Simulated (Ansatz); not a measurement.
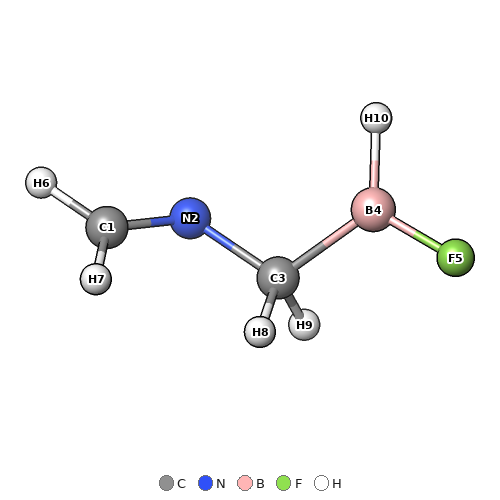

The system is C2H5BFN, SMILES C=NCBF; the picture shows the reference structure. The first coordinate is: angle C1–N2–C3 (carried through 180); the second: change of the bonds N2–C1, N2–C3, all alike. Nothing is relaxed (all other coordinates rigid). Grid: 15 × 15 points. Points are written as (first, second). Energies: kJ/mol, counted from the lowest grid point. All numbers below come from Ansatz 0.2.0, RHF/def2-TZVP.

Its coordinates:

```xyz
10

C    -0.3342    1.2972    1.2580
N    -0.8026    0.4808    0.4485
C     0.0010   -0.6429    0.0312
B     0.2519   -0.6928   -1.5255
F     1.0092   -1.6629   -1.9855
H    -0.9272    2.1439    1.5666
H     0.6601    1.2097    1.6877
H     0.9595   -0.7035    0.5542
H    -0.5368   -1.5586    0.2791
H    -0.1979    0.0780   -2.3112
```

Range: angle C1–N2–C3 (carried through 180) from 101.4 to 258.6°; change of the bonds N2–C1, N2–C3, all alike from −0.148 to 0.228 Å.

### What landscape does the calculation give?

The lowest grid point is at (123.8°, −0.013 Å). A higher local minimum lies near (236.2°, −0.013 Å) (18 kJ/mol above the lowest at that grid point). The highest grid point, (180.0°, 0.228 Å), lies 385 kJ/mol above the lowest. On the interpolated surface the easiest way out of the lowest well to the well at about (241°, 0.00 Å) passes a barrier of about 132 kJ/mol. Round the minimum the valley is somewhat tilted: raising the first coordinate shifts the best value of the second coordinate downwards (coupling k₁₂/√(k₁₁k₂₂) about 0.2).

```
second ↓, first →  101.4  112.6  123.8  135.1  146.3  157.5  168.8  180.0  191.2  202.5  213.7  224.9  236.2  247.4  258.6
            0.228    204    194    212    247    290    334    369    385    377    347    305    262    226    207    215
            0.201    170    157    173    207    250    293    328    343    335    306    265    223    188    170    182
            0.174    140    122    137    170    212    255    288    303    296    267    227    186    152    136    151
            0.148    113     92    105    136    178    219    252    267    260    232    193    152    120    106    125
            0.121     90     64     74    105    145    186    218    232    225    198    160    121     90     79    102
            0.094     71     40     48     77    116    156    187    201    194    168    131     93     64     55     84
            0.067     59     22     26     53     91    130    161    174    168    142    107     70     43     37     71
            0.040     53      9     10     36     72    110    140    153    146    122     87     52     27     25     65
            0.013     55      4      1     24     59     96    125    138    131    108     75     41     19     21     67
           −0.013     65      7      0     21     54     89    117    130    124    101     69     38     18     24     78
           −0.040     87     19      8     26     57     91    118    130    124    103     72     43     26     37     99
           −0.067    121     43     26     41     70    103    129    141    135    115     86     59     45     61    132
           −0.094    169     80     58     69     96    126    151    163    158    138    111     87     77     99    179
           −0.121    233    133    104    111    135    164    188    199    194    176    151    129    124    152    243
           −0.148    317    203    167    169    190    217    240    251    247    229    207    188    187    223    325
```

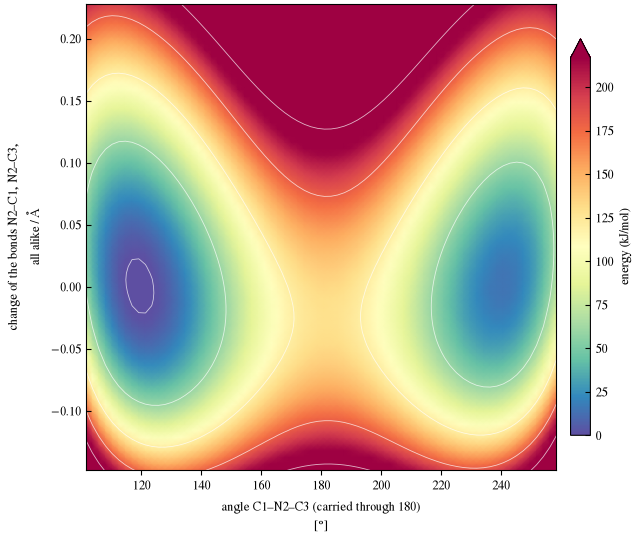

The picture shows a smooth colour map with a few white contour lines, one colour for all values above the top of the scale. Between grid points the surface is interpolated.

The whole map (225 points run) took 6.9 min on 1 thread of AMD EPYC 9R45 96-Core Processor (Zen 5), with other jobs on the host.
